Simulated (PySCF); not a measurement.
# C7H13BO2: NMR shifts in solvents

Aim: compute the NMR shifts of C7H13BO2 (`C[C@@H]1CC2(CC2)[C@@H]1B(O)O`), and see what a dielectric continuum does where one was used.

The runs use PySCF 2.14.0, with density-fitted response routines of our own; the level of theory stands in each step. All values are computed, except where a source is named. Atoms count from 0, in the outputs and in this text.

## (1) The starting structure

23 atoms, charge 0, multiplicity 1; geometry from: GFN2-xTB.

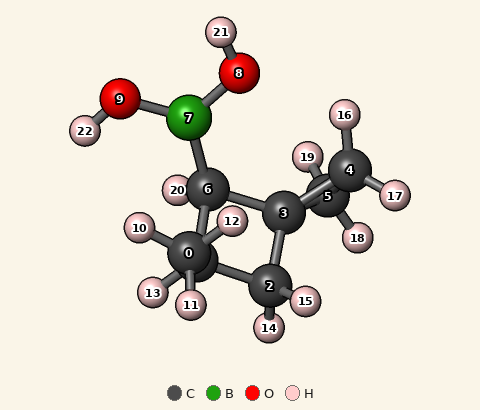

As it starts; carbon dark grey, boron green, oxygen red, hydrogen pink, atoms numbered.

## (2) Relaxing the molecule at PBE0-D3(BJ)/def2-SVP

Job settings and geometry (Å):

```
{"job": {"xc": "PBE0", "basis": "def2-SVP", "d3": "d3bj", "grid": 1, "kind": "geom"}, "charge": 0, "multiplicity": 1}
C     -2.128305    -0.788019     0.106085
C     -1.031262    -0.491433    -0.902655
C      0.140156    -1.491173    -0.852066
C      1.022378    -0.395372    -0.281218
C      1.954334    -0.532239     0.875228
C      2.491461    -0.229120    -0.495328
C     -0.061709     0.660218    -0.494816
B     -0.538642     1.649357     0.671771
O      0.002677     1.618211     1.904041
O     -1.516752     2.576359     0.445841
H     -2.853766     0.022444     0.141744
H     -2.650151    -1.705652    -0.161254
H     -1.697450    -0.905330     1.097375
H     -1.469816    -0.368636    -1.896245
H      0.460611    -1.846879    -1.831530
H     -0.019524    -2.348885    -0.199595
H      1.962386     0.253091     1.612713
H      2.119197    -1.521056     1.277854
H      3.024752    -1.007748    -1.021974
H      2.871465     0.764397    -0.682271
H      0.183731     1.265205    -1.376769
H     -0.376505     2.261966     2.504776
H     -1.894018     2.587280    -0.431628
```

Output:

```text
step   0  E = -449.10672402  max force = 0.018769
step   1  E = -449.10924434  max force = 0.004893
step   2  E = -449.10932776  max force = 0.001489
step   3  E = -449.10937734  max force = 0.001862
step   4  E = -449.10942322  max force = 0.001797
step   5  E = -449.10964650  max force = 0.001893
step   6  E = -449.10982339  max force = 0.002282
step   7  E = -449.10993701  max force = 0.002074
step   8  E = -449.11010606  max force = 0.001413
step   9  E = -449.11022032  max force = 0.000920
step  10  E = -449.11025020  max force = 0.000543
step  11  E = -449.11027726  max force = 0.000293
step  12  E = -449.11028823  max force = 0.000300
optimisation converged
```

It took 11 min on 1 thread, shared host.

Relaxation path:

```csv
step,energy from step 0 (eV),largest force component (eV/Å)
0,0.0000,0.9651
1,-0.0686,0.2516
2,-0.0709,0.0766
3,-0.0722,0.0957
4,-0.0734,0.0924
5,-0.0795,0.0973
6,-0.0843,0.1173
7,-0.0874,0.1066
8,-0.0920,0.0727
9,-0.0951,0.0473
10,-0.0960,0.0279
11,-0.0967,0.0151
12,-0.0970,0.0154
```

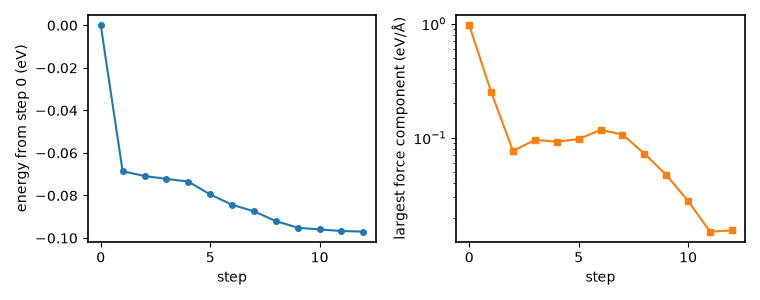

Energy and force, step by step.

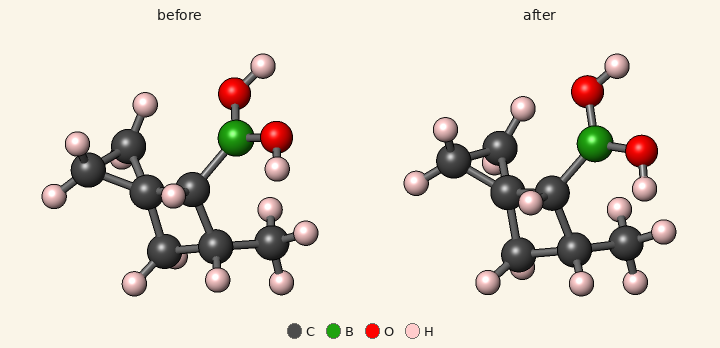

Before and after, at one scale.

Distances of close pairs at the start and the end, largest changes first:

```csv
bond,before (Å),after (Å),change (Å)
C6–B7,1.602,1.577,-0.026
C0–H12,1.087,1.102,+0.015
C4–H16,1.077,1.092,+0.014
C4–H17,1.080,1.095,+0.014
C5–H19,1.080,1.094,+0.014
B7–O8,1.346,1.360,+0.014
C5–H18,1.081,1.094,+0.014
C0–H10,1.088,1.102,+0.013
```

The final coordinates are the input of the step that follows.

```csv
at the end point,value
point group (found at 0.08 Å tolerance),C1
"rotational constants (GHz, main isotopes)","1.722, 1.212, 0.860"
dipole moment (D),1.59
```

## (3) NMR shieldings: PBE0/pcSseg-1 in dichloromethane

Job settings and geometry (Å):

```
{"job": {"kind": "nmr", "xc": "PBE0", "basis": "pcSseg-1", "solvent": "dichloromethane", "pop": true}, "charge": 0, "multiplicity": 1}
C     -1.964979    -0.950097     0.537870
C     -1.009020    -0.552609    -0.572259
C      0.242958    -1.457480    -0.661625
C      1.021619    -0.385846     0.091198
C      1.723146    -0.604079     1.395599
C      2.497295    -0.192000     0.173253
C     -0.069303     0.646885    -0.207287
B     -0.572209     1.728647     0.823380
O      0.138642     2.021955     1.945169
O     -1.736509     2.422637     0.624238
H     -2.742927    -0.187008     0.699034
H     -2.467891    -1.902956     0.309592
H     -1.423857    -1.074476     1.490102
H     -1.559564    -0.435347    -1.520552
H      0.595066    -1.582730    -1.698176
H      0.166016    -2.450070    -0.188406
H      1.579780     0.138010     2.183401
H      1.825777    -1.637523     1.741483
H      3.140986    -0.931583    -0.312897
H      2.875720     0.834015     0.135148
H      0.197530     1.177652    -1.142195
H     -0.293878     2.714300     2.458844
H     -2.190633     2.162689    -0.181996
```

With the program's defaults for keys left out, this is: GIAO PBE0/pcSseg-1 NMR shielding, non-relativistic, IEF-PCM dichloromethane.

Output:

```text
coarse grid: 18920 points
cycle   1  E = -449.1342537542  dE =  1.463e+00  |g| = 8.930e-01  |ddm| = 4.250e+00
cycle   2  E = -449.0343026931  dE =  9.995e-02  |g| = 1.182e+00  |ddm| = 1.494e+00
cycle   3  E = -449.2889590862  dE = -2.547e-01  |g| = 8.294e-02  |ddm| = 8.836e-01
cycle   4  E = -449.2901679597  dE = -1.209e-03  |g| = 3.547e-02  |ddm| = 8.777e-02
cycle   5  E = -449.2904577266  dE = -2.898e-04  |g| = 6.137e-03  |ddm| = 3.517e-02
cycle   6  E = -449.2904643932  dE = -6.667e-06  |g| = 2.772e-03  |ddm| = 8.145e-03
final grid: 181920 points
cycle   7  E = -449.3688165813  dE = -6.449e-05  |g| = 1.206e-02  |ddm| = 4.592e-02
cycle   8  E = -449.3687864813  dE =  3.010e-05  |g| = 1.683e-02  |ddm| = 2.618e-02
cycle   9  E = -449.3688516460  dE = -6.516e-05  |g| = 1.055e-03  |ddm| = 1.541e-02
cycle  10  E = -449.3688518799  dE = -2.339e-07  |g| = 2.275e-04  |ddm| = 8.820e-04
cycle  11  E = -449.3688518908  dE = -1.093e-08  |g| = 6.078e-05  |ddm| = 2.575e-04
cycle  12  E = -449.3688518915  dE = -7.101e-10  |g| = 2.357e-05  |ddm| = 8.321e-05
converged SCF energy = -449.3688518915

GIAO shielding tensors (ppm)
atom      isotropic    diamagn.    paramagn.     s11        s22        s33       span
  0 C      162.971     249.768     -86.797    149.410    158.047    181.457     32.047
  1 C      155.547     250.186     -94.639    146.921    156.346    163.373     16.452
  2 C      144.834     249.931    -105.097    126.487    146.446    161.568     35.081
  3 C      166.173     249.840     -83.666    127.934    151.661    218.924     90.990
  4 C      171.123     253.597     -82.474    139.207    174.338    199.824     60.617
  5 C      175.064     253.706     -78.643    143.971    175.025    206.195     62.224
  6 C      153.211     255.343    -102.132    136.020    153.814    169.799     33.779
  7 B       69.692     194.838    -125.146     49.612     67.774     91.690     42.078
  8 O      213.661     387.846    -174.185    109.004    253.669    278.310    169.306
  9 O      205.551     389.812    -184.260     89.187    256.296    271.170    181.983
 10 H       30.085      30.871      -0.786     25.243     29.216     35.798     10.555
 11 H       30.118      29.527       0.591     25.829     27.005     37.521     11.692
 12 H       29.984      32.030      -2.046     26.036     30.363     33.552      7.516
 13 H       29.069      33.455      -4.386     24.152     27.741     35.313     11.162
 14 H       28.743      32.100      -3.357     25.094     27.176     33.960      8.866
 15 H       30.035      32.717      -2.682     26.358     27.428     36.319      9.961
 16 H       29.527      31.582      -2.054     22.860     28.056     37.667     14.807
 17 H       31.017      31.254      -0.237     26.251     27.154     39.647     13.396
 18 H       31.035      30.932       0.104     25.483     27.357     40.267     14.784
 19 H       31.065      31.332      -0.267     25.229     28.541     39.425     14.196
 20 H       29.146      34.188      -5.043     25.687     28.627     33.124      7.436
 21 H       27.025      28.518      -1.493     20.672     22.515     37.888     17.216
 22 H       27.189      33.472      -6.283     20.613     26.034     34.919     14.307
```

It took 1.8 min on 1 thread, shared host.

Shifts follow as δ = σ(reference) − σ, with reference shieldings (ppm) from runs at the same level and on the same kind of geometry: 1H TMS 31.24, 13C TMS 185.3, 17O H2O 342.0, 11B BF3·OEt2 101.3. The references are single molecules in the same continuum, so shifts against H2O, NH3, PH3, H3PO4 or CFCl3 are not on the usual liquid scales and can be off by tens of ppm. Atoms listed in one row are averaged.

```csv
atoms,environment,σ (ppm),δ (ppm)
C2,sp3 CH2 in a ring,144.8,40.5
C6,sp3 CH bonded to B,153.2,32.1
C1,sp3 CH in a ring,155.5,29.8
C0,methyl carbon,163.0,22.3
C3,three-membered-ring carbon,166.2,19.1
C4,three-membered-ring carbon,171.1,14.2
C5,three-membered-ring carbon,175.1,10.3
"H21, H22",hydrogen on an oxygen bonded to B,27.11,4.14
H14,hydrogen on an sp3 CH2 in a ring,28.74,2.50
H13,hydrogen on an sp3 CH in a ring,29.07,2.17
H20,hydrogen on an sp3 CH bonded to B,29.15,2.10
H16,hydrogen on a three-membered-ring carbon,29.53,1.72
H15,hydrogen on an sp3 CH2 in a ring,30.03,1.21
"H10, H11, H12",hydrogen on a methyl carbon,30.06,1.18
H17,hydrogen on a three-membered-ring carbon,31.02,0.23
H18,hydrogen on a three-membered-ring carbon,31.04,0.21
H19,hydrogen on a three-membered-ring carbon,31.06,0.18
B7,"boron bonded to C, 2 O",69.7,31.6
"O8, O9","oxygen bonded to B, H",209.6,132.4
```

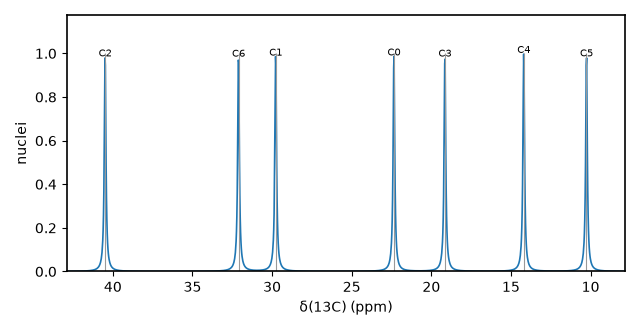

13C lines at the computed shifts, without couplings. Lines are broadened to a width of 0.12 ppm (Lorentzian).

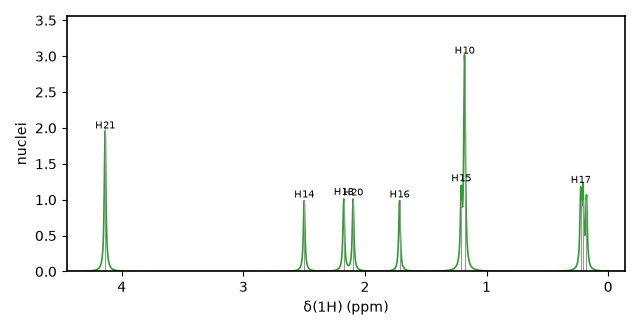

1H lines at the computed shifts, without couplings. Lines are broadened to a width of 0.02 ppm (Lorentzian).

Charges from the same density, by scheme (e):

```csv
atoms,Mulliken,IAO,Hirshfeld,ESP fit
C0,-0.23,-0.41,-0.12,-0.51
C1,-0.33,-0.09,-0.02,0.23
C2,-0.05,-0.26,-0.07,-0.38
C3,-0.36,0.02,0.00,0.49
C4,-0.18,-0.30,-0.10,-0.18
C5,-0.17,-0.31,-0.10,-0.55
C6,-0.33,-0.29,-0.11,-0.64
B7,0.61,0.50,0.24,0.77
"O8, O9",-0.44,-0.57,-0.26,-0.73
```

IAO charges:

C0 -0.41; C1 -0.09; C2 -0.26; C3 0.02; C4 -0.30; C5 -0.31; C6 -0.29; B7 0.50; O8 -0.56; O9 -0.57; H10 0.13; H11 0.14; H12 0.13; H13 0.12; H14 0.13; H15 0.12; H16 0.15; H17 0.14; H18 0.14; H19 0.14; H20 0.15; H21 0.38; H22 0.38

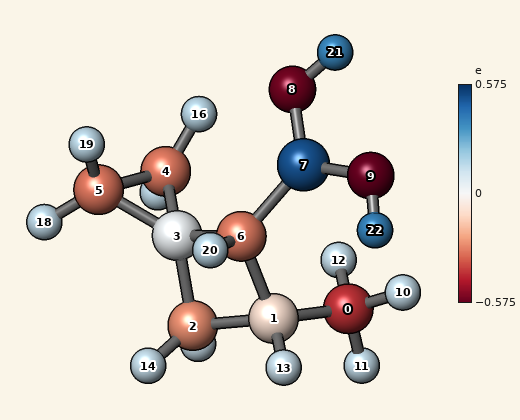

IAO charges, as colours on the atoms.

Mayer bond orders: C0–C1 1.02, C1–C2 1.03, C2–C3 0.99, C3–C4 0.92, C4–C5 0.99, C3–C6 0.96, C6–B7 0.92, B7–O8 1.23, B7–O9 1.20, C6–C1 1.01, C5–C3 0.95.

Ring of atoms C1, C2, C3, C6: NICS(0) -2.1, NICS(1) -0.4, NICS(1)zz 3.4 ppm (means of both faces).

Ring of atoms C3, C4, C5: NICS(0) -43.1, NICS(1) -8.5, NICS(1)zz -21.3 ppm (means of both faces).

In rings of three or four atoms NICS is ruled by the nearby σ bonds, so it says little on aromaticity.

## (4) Nuclear shieldings: PBE0/pcSseg-1 in tetrahydrofuran

Settings changed since step 3:

```diff
@@ -1,2 +1,2 @@
-{"job": {"kind": "nmr", "xc": "PBE0", "basis": "pcSseg-1", "solvent": "dichloromethane", "pop": true}, "charge": 0, "multiplicity": 1}
+{"job": {"kind": "nmr", "xc": "PBE0", "basis": "pcSseg-1", "solvent": "tetrahydrofuran", "pop": false}, "charge": 0, "multiplicity": 1}
 C     -1.964979    -0.950097     0.537870
```

With the program's defaults for keys left out, this is: GIAO PBE0/pcSseg-1 NMR shielding, non-relativistic, IEF-PCM tetrahydrofuran.

Output:

```text
coarse grid: 18920 points
cycle   1  E = -449.1336549709  dE =  1.464e+00  |g| = 8.935e-01  |ddm| = 4.250e+00
cycle   2  E = -449.0332447161  dE =  1.004e-01  |g| = 1.183e+00  |ddm| = 1.497e+00
cycle   3  E = -449.2885996040  dE = -2.554e-01  |g| = 8.304e-02  |ddm| = 8.858e-01
cycle   4  E = -449.2898103175  dE = -1.211e-03  |g| = 3.556e-02  |ddm| = 8.789e-02
cycle   5  E = -449.2901013094  dE = -2.910e-04  |g| = 6.183e-03  |ddm| = 3.526e-02
cycle   6  E = -449.2901080549  dE = -6.746e-06  |g| = 2.800e-03  |ddm| = 8.203e-03
final grid: 181920 points
cycle   7  E = -449.3684626644  dE = -6.444e-05  |g| = 1.207e-02  |ddm| = 4.593e-02
cycle   8  E = -449.3684323512  dE =  3.031e-05  |g| = 1.686e-02  |ddm| = 2.622e-02
cycle   9  E = -449.3684977488  dE = -6.540e-05  |g| = 1.056e-03  |ddm| = 1.544e-02
cycle  10  E = -449.3684979833  dE = -2.346e-07  |g| = 2.280e-04  |ddm| = 8.851e-04
cycle  11  E = -449.3684979943  dE = -1.096e-08  |g| = 6.147e-05  |ddm| = 2.583e-04
cycle  12  E = -449.3684979950  dE = -7.248e-10  |g| = 2.391e-05  |ddm| = 8.426e-05
converged SCF energy = -449.3684979950

GIAO shielding tensors (ppm)
atom      isotropic    diamagn.    paramagn.     s11        s22        s33       span
  0 C      162.958     249.746     -86.788    149.394    158.054    181.427     32.033
  1 C      155.549     250.202     -94.653    146.933    156.364    163.349     16.416
  2 C      144.805     249.917    -105.112    126.454    146.417    161.543     35.089
  3 C      166.163     249.833     -83.670    127.955    151.628    218.906     90.951
  4 C      171.073     253.573     -82.500    139.133    174.321    199.764     60.631
  5 C      175.012     253.681     -78.668    143.914    174.993    206.130     62.216
  6 C      153.202     255.344    -102.143    136.036    153.774    169.795     33.760
  7 B       69.700     194.850    -125.149     49.631     67.768     91.702     42.071
  8 O      213.509     387.791    -174.283    108.873    253.508    278.144    169.271
  9 O      205.467     389.773    -184.306     89.276    256.148    270.977    181.700
 10 H       30.091      30.873      -0.782     25.249     29.223     35.802     10.553
 11 H       30.120      29.527       0.593     25.831     27.008     37.520     11.689
 12 H       29.977      32.018      -2.042     26.028     30.355     33.547      7.518
 13 H       29.077      33.467      -4.389     24.162     27.752     35.317     11.155
 14 H       28.745      32.101      -3.356     25.097     27.179     33.958      8.861
 15 H       30.036      32.718      -2.682     26.359     27.430     36.319      9.959
 16 H       29.515      31.563      -2.048     22.848     28.044     37.654     14.806
 17 H       31.021      31.255      -0.234     26.257     27.159     39.645     13.388
 18 H       31.038      30.932       0.106     25.488     27.363     40.264     14.776
 19 H       31.062      31.326      -0.264     25.227     28.540     39.419     14.192
 20 H       29.154      34.197      -5.043     25.697     28.637     33.128      7.430
 21 H       27.044      28.530      -1.485     20.703     22.538     37.892     17.189
 22 H       27.222      33.490      -6.268     20.657     26.070     34.939     14.282
```

Run time: 99 s. Hardware: 1 thread, shared host.

Key values: δ C2 40.5, C6 32.1, C1 29.7, C0 22.3, H21 4.11, H14 2.50 ppm (means over like atoms).

## (5) Comparing the runs: NMR shifts

Shifts (ppm) of some atoms, chosen among heavy atoms and hydrogens apart, means over like atoms, with basis size and wall time:

```csv
run,C6,C1,C3,H21,H16,B7,O8,functions,time
PBE0/pcSseg-1 in dichloromethane,32.1,29.8,19.1,4.14,1.72,31.6,132.4,235,1.8 min
PBE0/pcSseg-1 in tetrahydrofuran,32.1,29.7,19.1,4.11,1.73,31.6,132.3,235,99 s
```

The continuum's effect on the ground state:

```csv
solvent,ε,polarisation energy (Eh),μ (D)
tetrahydrofuran,7.43,-0.0090,2.12
dichloromethane,8.93,-0.0094,2.15
```

## (6) Results

| quantity | value |
| --- | --- |
| point group | C1 |
| rotational constants (main isotopes) | 1.72, 1.21, 0.86 GHz |
| 13C shifts against TMS (PBE0/pcSseg-1, dichloromethane) | 40.5, 32.1, 29.8, 22.3, 19.1, 14.2, 10.3 ppm |
| 1H shifts against TMS (PBE0/pcSseg-1, dichloromethane, means over atoms taken as alike) | 4.14, 2.50, 2.17, 2.10, 1.72, 1.21, 1.18, 0.23, 0.21, 0.18 ppm |
| 11B shifts against BF3·OEt2 (PBE0/pcSseg-1, dichloromethane) | 31.6 ppm |
| 17O shifts against H2O (PBE0/pcSseg-1, dichloromethane, means over atoms taken as alike) | 132.4 ppm |
| range of the shift of O8 | 132.3 to 132.4 ppm |

**Reading.** Over 12 steps the energy fell by 0.097 eV; of the close pairs, C6–B7 changed most, 1.602 to 1.577 Å. No frequency check was run at this level, so the end point may be a saddle. At PBE0/pcSseg-1: The widest tensor belongs to O8, O9: span 176 ppm, with a paramagnetic part of -179 ppm. In ppm, O8 (with its like atoms) moves most: its shift spreads over 0.1 ppm, from 132.3 (PBE0/pcSseg-1 in tetrahydrofuran) to 132.4 (PBE0/pcSseg-1 in dichloromethane). The continuum holds electrostatics alone: no hydrogen bonds to the solvent, and the gas-phase geometry is kept.
